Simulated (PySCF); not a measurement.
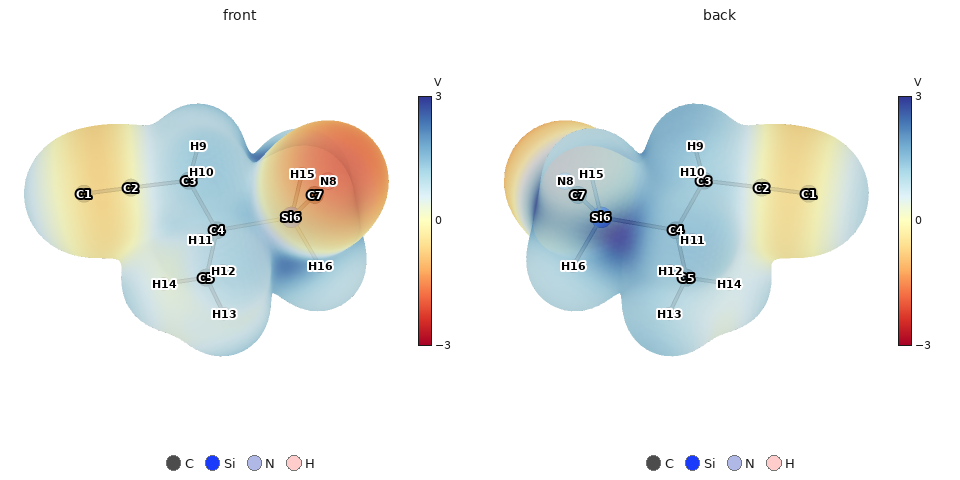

The picture shows: C6H8NSi (SMILES [C]#CC[C@H](C)[SiH2]C#N) (doublet). The molecular electrostatic potential painted on the density surface at 0.004 e/bohr³, seen from the front and from behind; the colour scale runs from red (negative) to blue (positive).

Geometry: GFN2-xTB.

Level of theory: PySCF 2.14.0, density-fitted response routines, UKS B3LYP, pcH-1 on C H N Si, non-relativistic, mean-field spin-orbit, GIAO.

```xyz
16

C    -3.2603    1.5031   -0.3382
C    -2.0833    1.3141   -0.4213
C    -0.6352    1.0881   -0.4870
C    -0.3153   -0.3983   -0.3504
C    -0.7259   -0.9171    1.0256
Si    1.5474   -0.7152   -0.6858
C     2.4637    0.3808    0.5195
N     3.0037    1.0650    1.2628
H    -0.2867    1.4816   -1.4462
H    -0.1652    1.6587    0.3188
H    -0.8934   -0.9419   -1.1068
H    -0.1556   -0.4244    1.8116
H    -0.5643   -1.9904    1.1036
H    -1.7826   -0.7157    1.1961
H     1.9346   -0.2802   -2.0291
H     1.9108   -2.0994   -0.3847
```

### Describe the electrostatic potential map.

The most negative region (about −1.9 V, or −44 kcal/mol for a unit charge) lies over N8, the most positive (about +2.8 V, or +65 kcal/mol for a unit charge) over Si6. N8 is the likeliest acceptor of a hydrogen bond.
